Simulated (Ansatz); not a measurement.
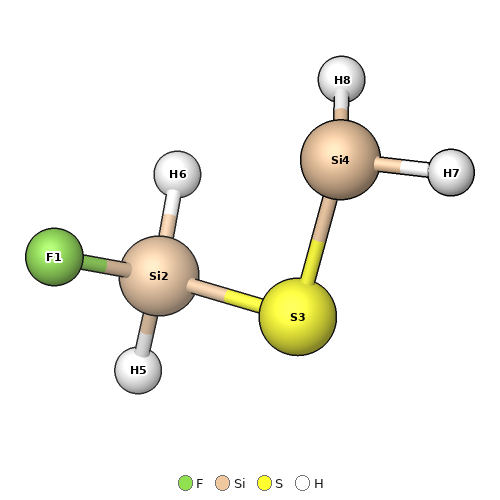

The system is FH4SSi2, SMILES F[SiH2]S[SiH2], spin multiplicity 2; the picture shows the reference structure. Coordinates scanned: (1) dihedral Si2–S3–Si4–H7; (2) dihedral F1–Si2–S3–Si4. Nothing is relaxed (all other coordinates rigid). The grid has 18 × 18 points. All energies are given in kJ/mol relative to the lowest grid point. Theory: UKS PBE-D4/def2-SVP (Ansatz 0.2.0).

Its coordinates:

| atom | x (Å) | y (Å) | z (Å) |
| --- | --- | --- | --- |
| F | -1.5622 | -0.1378 | 1.8377 |
| Si | -0.7149 | 0.8680 | 0.8629 |
| S | -0.7240 | 0.1808 | -1.1739 |
| Si | 0.7492 | -1.4079 | -1.0361 |
| H | -1.3973 | 2.1999 | 0.8452 |
| H | 0.6851 | 0.9253 | 1.3948 |
| H | 1.0694 | -1.7771 | -2.4621 |
| H | 1.9868 | -0.9082 | -0.3244 |

Range: dihedral Si2–S3–Si4–H7 from −180 to 160°; dihedral F1–Si2–S3–Si4 from −180 to 160°.

Question: Predict the map.

Answer: The lowest grid point is at dihedral Si2–S3–Si4–H7 = −180°, dihedral F1–Si2–S3–Si4 = −80°. There are further wells near dihedral Si2–S3–Si4–H7 = 40°, dihedral F1–Si2–S3–Si4 = −80° (1.2 kJ/mol above the lowest at that grid point); dihedral Si2–S3–Si4–H7 = −160°, dihedral F1–Si2–S3–Si4 = 80° (1.3 kJ/mol above the lowest at that grid point); dihedral Si2–S3–Si4–H7 = 40°, dihedral F1–Si2–S3–Si4 = 80° (4.2 kJ/mol above the lowest at that grid point). The highest grid point, dihedral Si2–S3–Si4–H7 = −60°, dihedral F1–Si2–S3–Si4 = −180°, lies 21.9 kJ/mol above the lowest. On the interpolated surface the easiest way out of the lowest well to the well at about dihedral Si2–S3–Si4–H7 = 35°, dihedral F1–Si2–S3–Si4 = −75° passes a barrier of about 6.2 kJ/mol, counted from the interpolated bottom of the well. Round the minimum the valley is somewhat tilted: raising dihedral Si2–S3–Si4–H7 shifts the best value of dihedral F1–Si2–S3–Si4 upwards (coupling k₁₂/√(k₁₁k₂₂) about −0.5).

```
dihedral F1–Si2–S3–Si4 ↓, dihedral Si2–S3–Si4–H7 →  −180  −140  −100   −60   −20    20    60   100   140
                                               160  10.2  12.7  17.3  20.9  14.6  11.2  14.3  18.4  15.1
                                               120   4.5   8.7  16.1  16.7  13.8   9.5   7.8  12.9  10.7
                                                80   2.0   2.5   8.3  12.7   9.0   5.2   4.5   8.0   6.9
                                                40   4.5   7.5  10.5  15.6  11.9   6.1   8.3  13.7   8.7
                                                 0   6.3  11.5  18.0  18.2  18.6  14.0   9.7  15.8  13.9
                                               −40   3.3   2.7  10.0  13.1   8.2   6.7   5.1   7.7   9.2
                                               −80   0.0   1.6   6.7  10.4   5.6   1.4   2.4   6.2   4.4
                                              −120   4.6   6.4  12.3  16.1  15.3   9.3   6.8  12.1  11.3
                                              −160  11.5   9.8  14.9  21.2  17.1  14.4  13.4  17.1  17.3
```

The table holds every second grid line.

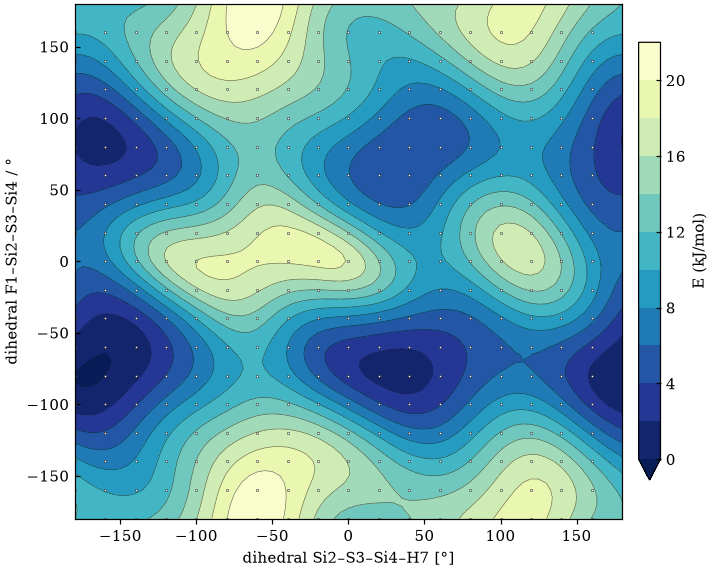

In the figure: filled contours, dots at the grid points. Between grid points the surface is interpolated.

The whole map (324 points run) took 26 min on 1 thread of Arm Neoverse V1 (shared host).
